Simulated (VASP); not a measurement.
Band structure of Cu (fcc). Computed with optB86b-vdW, VASP's PBE PAW potentials (set 64) (plane waves; VASP).

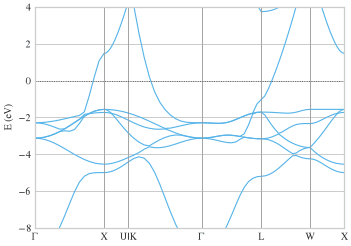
Fig. 1. Bands along high-symmetry lines, zero at the valence-band maximum or, without a gap, the Fermi level

**Question.** Read the plot: is there a gap, and where are the band edges?

**Answer.** It has no gap at this level: it comes out as a metal or semimetal. (Edges off the drawn lines would not show.)

The compound is Cu in the fcc structure. It was relaxed first.
